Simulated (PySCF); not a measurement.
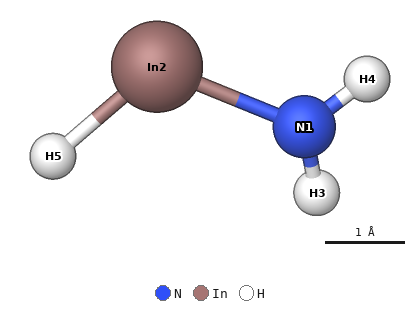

The input geometry (ball-and-stick view, seen at an oblique angle; atoms are numbered from 1 in the order of the input). Sticks mark near contacts. Bond lengths as drawn: H–In 1.76 Å, H–N 1.01 Å and In–N 2.04 Å.

**InNH$_{3}$: polarizability calculation**

The run: polarizability calculation of InNH$_{3}$, multiplicity 2, SMILES [NH2][InH]. Method and program: HF/def2-TZVPPD, UHF, core potentials def2-svp (PySCF 2.14.0).

The geometry comes from this level: PBE0-D4/def2-TZVP.

Output
```
PySCF version 2.14.0

[INPUT] num. atoms = 5
[INPUT] num. electrons = 31
[INPUT] charge = 0
[INPUT] spin (= nelec alpha-beta = 2S) = 1
[INPUT] symmetry False subgroup None
[INPUT] Mole.unit = angstrom
[INPUT] Symbol           X                Y                Z      unit          X                Y                Z       unit  Magmom
[INPUT]  1 N     -0.299400000000  -0.736500000000   0.264700000000 AA   -0.565784001695  -1.391783290742   0.500210505172 Bohr   0.0
[INPUT]  2 In     0.846600000000   0.946400000000   0.296000000000 AA    1.599842137057   1.788436804288   0.559358932871 Bohr   0.0
[INPUT]  3 H     -0.846800000000  -0.960800000000  -0.554700000000 AA   -1.600220082282  -1.815648860482  -1.048231081296 Bohr   0.0
[INPUT]  4 H      0.017600000000  -1.585600000000   0.707600000000 AA    0.033259179792  -2.996349743110   1.337170205742 Bohr   0.0
[INPUT]  5 H      0.331900000000   2.262600000000  -0.755100000000 AA    0.627200100743   4.275694329441  -1.426932196659 Bohr   0.0

nuclear repulsion = 61.8527460749848
number of shells = 52
number of NR pGTOs = 206
number of NR cGTOs = 144
basis = def2-tzvppd
ecp = {'In': 'def2-svp'}

******** <class 'pyscf.scf.uhf.UHF'> ********
method = UHF
initial guess = minao
damping factor = 0
level_shift factor = 0
DIIS = <class 'pyscf.scf.diis.CDIIS'>
diis_start_cycle = 1
diis_space = 8
diis_damp = 0
SCF conv_tol = 1e-10
SCF conv_tol_grad = None
SCF max_cycles = 50
direct_scf = True
direct_scf_tol = 1e-13
number electrons alpha = 16  beta = 15
Set gradient conv threshold to 1e-05
init E= -211.945707180542
  alpha nocc = 16  HOMO = -0.499376505306328  LUMO = -0.340133947183741
  beta  nocc = 15  HOMO = -0.577211229850134  LUMO = -0.499376505306328

WARN: HOMO -0.499376505306328 >= LUMO -0.499376505306328

cycle= 1 E= -244.963567136625  delta_E=  -33  |g|= 1.27  |ddm|=   33
  alpha nocc = 16  HOMO = -0.166096967668834  LUMO = 0.0630667407941738
  beta  nocc = 15  HOMO = -0.271229069166194  LUMO = 0.0402780269267975
  HOMO = -0.166096967669  LUMO = 0.0402780269268  gap/eV = 5.61575
cycle= 2 E= -245.305176315493  delta_E= -0.342  |g|= 0.601  |ddm|= 3.74
  alpha nocc = 16  HOMO = -0.278773503857574  LUMO = 0.0455999995596202
  beta  nocc = 15  HOMO = -0.355802711562733  LUMO = 0.00727657870060305
  HOMO = -0.278773503858  LUMO = 0.0072765787006  gap/eV = 7.78382
cycle= 3 E= -245.40037028356  delta_E= -0.0952  |g|= 0.0721  |ddm|= 0.834
  alpha nocc = 16  HOMO = -0.289576943069806  LUMO = 0.043425690242779
  beta  nocc = 15  HOMO = -0.358489629728954  LUMO = 0.0107026282243794
  HOMO = -0.28957694307  LUMO = 0.0107026282244  gap/eV = 8.17102
cycle= 4 E= -245.4040459121  delta_E= -0.00368  |g|= 0.018  |ddm|= 0.221
  alpha nocc = 16  HOMO = -0.293822228110798  LUMO = 0.0432474585782001
  beta  nocc = 15  HOMO = -0.366721922707553  LUMO = 0.0135087417029851
  HOMO = -0.293822228111  LUMO = 0.013508741703  gap/eV = 8.36290
cycle= 5 E= -245.40498795903  delta_E= -0.000942  |g|= 0.00923  |ddm|= 0.107
  alpha nocc = 16  HOMO = -0.295004964305042  LUMO = 0.0431232313302674
  beta  nocc = 15  HOMO = -0.36654625851406  LUMO = 0.0139804288883365
  HOMO = -0.295004964305  LUMO = 0.0139804288883  gap/eV = 8.40792
cycle= 6 E= -245.405168688727  delta_E= -0.000181  |g|= 0.00533  |ddm|= 0.0351
  alpha nocc = 16  HOMO = -0.295222993319143  LUMO = 0.0431041681218631
  beta  nocc = 15  HOMO = -0.369059295662153  LUMO = 0.014016687382302
  HOMO = -0.295222993319  LUMO = 0.0140166873823  gap/eV = 8.41484
cycle= 7 E= -245.40525163223  delta_E= -8.29e-05  |g|= 0.00323  |ddm|= 0.0223
  alpha nocc = 16  HOMO = -0.294869885081981  LUMO = 0.0432460404908733
  beta  nocc = 15  HOMO = -0.370377872320178  LUMO = 0.0140606920939632
  HOMO = -0.294869885082  LUMO = 0.014060692094  gap/eV = 8.40643
cycle= 8 E= -245.405292516903  delta_E= -4.09e-05  |g|= 0.0015  |ddm|= 0.0179
  alpha nocc = 16  HOMO = -0.294775506412632  LUMO = 0.0432595585039401
  beta  nocc = 15  HOMO = -0.37148751353077  LUMO = 0.0139507652355491
  HOMO = -0.294775506413  LUMO = 0.0139507652355  gap/eV = 8.40087
cycle= 9 E= -245.405301658457  delta_E= -9.14e-06  |g|= 0.000614  |ddm|= 0.00921
  alpha nocc = 16  HOMO = -0.294735016026927  LUMO = 0.0432582456373154
  beta  nocc = 15  HOMO = -0.371839698259821  LUMO = 0.0138884444975051
  HOMO = -0.294735016027  LUMO = 0.0138884444975  gap/eV = 8.39807
cycle= 10 E= -245.40530295945  delta_E= -1.3e-06  |g|= 0.00031  |ddm|= 0.00314
  alpha nocc = 16  HOMO = -0.294704155869644  LUMO = 0.0432722068255934
  beta  nocc = 15  HOMO = -0.37200285053774  LUMO = 0.0138941770131407
  HOMO = -0.29470415587  LUMO = 0.0138941770131  gap/eV = 8.39739
cycle= 11 E= -245.405303263395  delta_E= -3.04e-07  |g|= 0.000173  |ddm|= 0.00118
  alpha nocc = 16  HOMO = -0.29470894713522  LUMO = 0.0432727829249972
  beta  nocc = 15  HOMO = -0.372143569669968  LUMO = 0.0139041082467646
  HOMO = -0.294708947135  LUMO = 0.0139041082468  gap/eV = 8.39779
cycle= 12 E= -245.405303381116  delta_E= -1.18e-07  |g|= 7.41e-05  |ddm|= 0.000887
  alpha nocc = 16  HOMO = -0.294706575843806  LUMO = 0.0432721118489058
  beta  nocc = 15  HOMO = -0.372186236214127  LUMO = 0.0139079124061574
  HOMO = -0.294706575844  LUMO = 0.0139079124062  gap/eV = 8.39783
cycle= 13 E= -245.405303399729  delta_E= -1.86e-08  |g|= 3.97e-05  |ddm|= 0.000309
  alpha nocc = 16  HOMO = -0.294709720952001  LUMO = 0.0432696694356725
  beta  nocc = 15  HOMO = -0.372209060614891  LUMO = 0.0139068736645633
  HOMO = -0.294709720952  LUMO = 0.0139068736646  gap/eV = 8.39789
cycle= 14 E= -245.405303405233  delta_E= -5.5e-09  |g|= 2e-05  |ddm|= 0.000193
  alpha nocc = 16  HOMO = -0.294710796632195  LUMO = 0.0432687743533612
  beta  nocc = 15  HOMO = -0.372216310862944  LUMO = 0.0139066376016501
  HOMO = -0.294710796632  LUMO = 0.0139066376017  gap/eV = 8.39791
cycle= 15 E= -245.405303406684  delta_E= -1.45e-09  |g|= 1.01e-05  |ddm|= 0.000103
  alpha nocc = 16  HOMO = -0.294711074243203  LUMO = 0.0432688932564503
  beta  nocc = 15  HOMO = -0.37221884425804  LUMO = 0.0139073830672007
  HOMO = -0.294711074243  LUMO = 0.0139073830672  gap/eV = 8.39794
cycle= 16 E= -245.405303407083  delta_E= -3.99e-10  |g|= 4.02e-06  |ddm|= 5.64e-05
  alpha nocc = 16  HOMO = -0.294711482174046  LUMO = 0.0432687525134671
  beta  nocc = 15  HOMO = -0.372220366291899  LUMO = 0.0139074101382821
  HOMO = -0.294711482174  LUMO = 0.0139074101383  gap/eV = 8.39795
cycle= 17 E= -245.40530340713  delta_E= -4.69e-11  |g|= 2.44e-06  |ddm|= 1.46e-05
  alpha nocc = 16  HOMO = -0.294711339176864  LUMO = 0.043268778091936
  beta  nocc = 15  HOMO = -0.372219525623377  LUMO = 0.0139074745097396
  HOMO = -0.294711339177  LUMO = 0.0139074745097  gap/eV = 8.39795
```

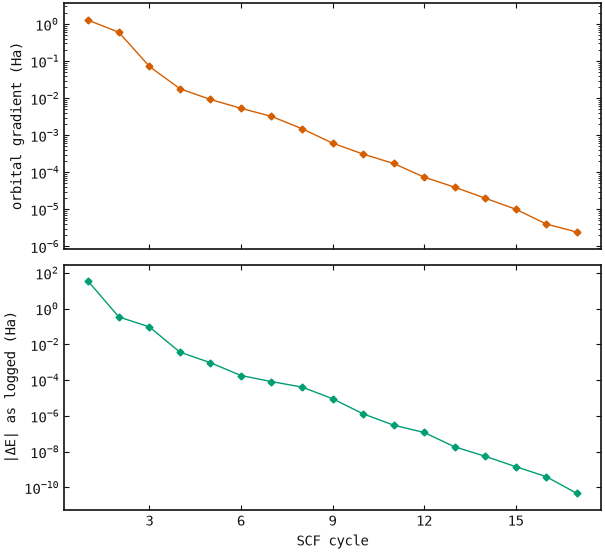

Convergence of the self-consistent field: orbital gradient and size of the energy change against the SCF cycle. The residual falls at every step.

```
Extra cycle  E= -245.405303407138  delta_E= -8.07e-12  |g|= 1.75e-06  |ddm|= 3.65e-06
converged SCF energy = -245.405303407138  <S^2> = 0.76072595  2S+1 = 2.0106973
total energy: -245.40530341 hartree
Isotropic polarizability 54.9912220455
Polarizability anisotropy 7.57827921494
isotropic polarizability 54.9912 bohr^3
```

The run was set up as follows.

Input (input.py)
```python
# [NH2][InH]
import numpy
from pyscf import gto, scf
from pyscf.prop.polarizability import uhf

system = gto.Mole()
system.atom = '''
N       -0.299400      -0.736500       0.264700
In       0.846600       0.946400       0.296000
H       -0.846800      -0.960800      -0.554700
H        0.017600      -1.585600       0.707600
H        0.331900       2.262600      -0.755100
'''
system.ecp = {'In': 'def2-svp'}
system.basis = 'def2-tzvppd'
system.spin = 1
system.verbose = 4
system.max_memory = 1860
system.build()

myscf = scf.UHF(system)
myscf.conv_tol = 1e-10
myscf.kernel()
if not myscf.converged:
    myscf = myscf.newton().run(myscf.mo_coeff, myscf.mo_occ)

e_tot = myscf.e_tot
print(f'total energy: {e_tot:.8f} hartree')
pol = uhf.Polarizability(myscf)
alpha = pol.polarizability()
print('isotropic polarizability %.4f bohr^3' % (numpy.trace(alpha) / 3))
alpha_w = pol.polarizability_with_freq(freq=0.0774)
beta = pol.hyper_polarizability()
```

Command:
```bash
OMP_NUM_THREADS=1 python input.py
```

Key numbers

```csv
quantity,value
outcome,converged
total energy,−245.405303 hartree
basis functions,144
⟨S²⟩,0.761
dipole moment,0.97 D
hardware,"1 thread of Arm Neoverse V1, 24 GiB of memory available, shared host"
wall time,89 s
peak memory,0.53 GiB
```

The record of the run, not the program, notes: logged alpha LUMO and gap are faulty.
